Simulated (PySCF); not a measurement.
**C5H12SSi: electronic excitations**

Aim: predict the electronic excitations of C5H12SSi (`CC(C)[C@H]1CS[SiH2]1`).

The runs use PySCF 2.14.0, with density-fitted response routines of our own; the level of theory stands in each step. All values are computed, except where a source is named. Atoms are numbered from 0 throughout.

### 1 The molecule as given

19 atoms, charge 0, multiplicity 1; geometry from: GFN2-xTB.

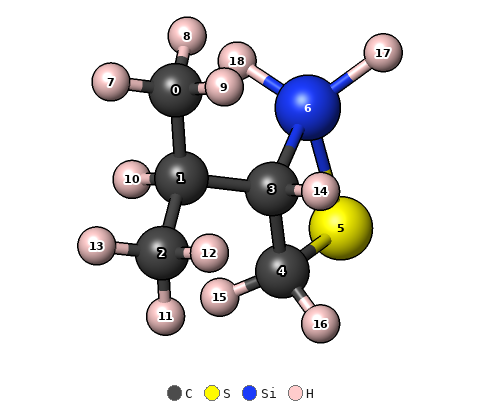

The starting geometry (carbon dark grey, sulfur yellow, silicon blue, hydrogen pink), atoms numbered.

### 2 Ultraviolet spectrum: CAM-B3LYP/def2-SVPD

What the job is given:

```
{"job": {"kind": "uv", "xc": "CAM-B3LYP", "basis": "def2-SVPD", "nstates": 8, "ntriplets": 3}, "charge": 0, "multiplicity": 1}
C      1.252519    -1.467238     0.122133
C      0.695159    -0.132461    -0.363989
C      1.734893     0.971615    -0.171757
C     -0.596568     0.200869     0.381371
C     -1.319725     1.456498    -0.126604
S     -3.076771     0.907100    -0.172834
Si    -2.094278    -0.970426     0.185083
H      2.168912    -1.713337    -0.409224
H      0.534084    -2.268913    -0.038009
H      1.476895    -1.416583     1.185758
H      0.471166    -0.215407    -1.434371
H      1.355052     1.928999    -0.520869
H      1.992624     1.069080     0.881197
H      2.642158     0.740295    -0.725852
H     -0.351233     0.335954     1.439879
H     -1.029427     1.726942    -1.140395
H     -1.230820     2.329556     0.516293
H     -2.550613    -1.654427     1.385527
H     -2.083831    -1.818868    -1.000800
```

With the program's defaults for keys left out, this is: TDDFT CAM-B3LYP/def2-SVPD, vertical, gas phase, core orbitals frozen in the response.

The run is started by

```sh
$ OMP_NUM_THREADS=1 python probes_run.py task.json out
```

The driver reads the jobs from task.json and runs them one after another.

What will the session give for the following? lowest singlet (CAM-B3LYP/def2-SVPD); brightest single state of those computed; lowest triplet. Wanted: lowest singlet; brightest single state of those computed; lowest triplet.

**Answer**, as computed:

```
                                quantity                        value
    lowest singlet (CAM-B3LYP/def2-SVPD)  5.30 eV (234 nm), f = 0.003
brightest single state of those computed  state 7, 7.13 eV, f = 0.065
                          lowest triplet                      4.89 eV
```

What this shows: The lowest singlet, at 5.30 eV, is HOMO→LUMO 0.66, HOMO→LUMO+1 0.22 and is weak; of the 8 states computed, the strongest absorption comes from state 7 at 7.13 eV. The lowest triplet lies 0.41 eV below the lowest singlet (triplets in Tamm-Dancoff, singlets in full TDDFT).
